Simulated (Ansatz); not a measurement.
One stationary structure of InP. Computed with PBEsol (plane waves to 420 eV, PAW, scalar-relativistic; Ansatz, an electronic-structure program).

F-43m (No. 216), cF8, zinc blende type; a = b = c = 5.8788 Å, α = β = γ = 90.00°.

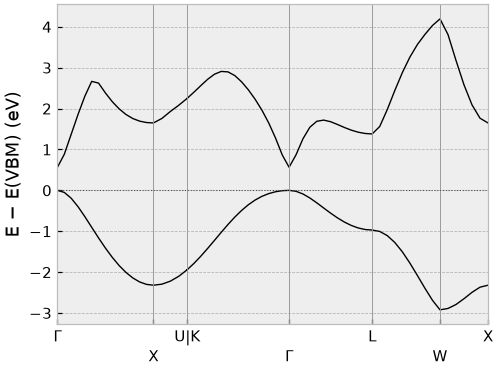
Figure. Highest filled and lowest empty band along the path of this cell's Brillouin zone

Question: Read off the gap and say whether it is direct.

Answer: 0.57 eV, direct at Γ (no spin-orbit coupling).

Question: How far does the top valence band disperse along this path?

Answer: About 2.9 eV.

No spin polarisation in the result.

Measured for InP: a 5.858 Å (static lattice; corrected from measurement; as listed in Daniel Mejia-Rodriguez, S. B. Trickey, Phys. Rev. B (2018)); gap 1.47 eV (static lattice; corrected from measurement; as listed in Wei Chen et al., Physical Review Materials (2018)). Computed minus measured — a: PBEsol +0.4 %; gap: PBEsol -0.90 eV. The computed values are for a static lattice, and a measured gap can be an optical one, lowered by exciton binding.

The run could not lose the symmetry of its start; a randomly shaken copy of 2 atoms returns to this structure.

All atoms sit on sites fixed by symmetry, so only the cell could relax.
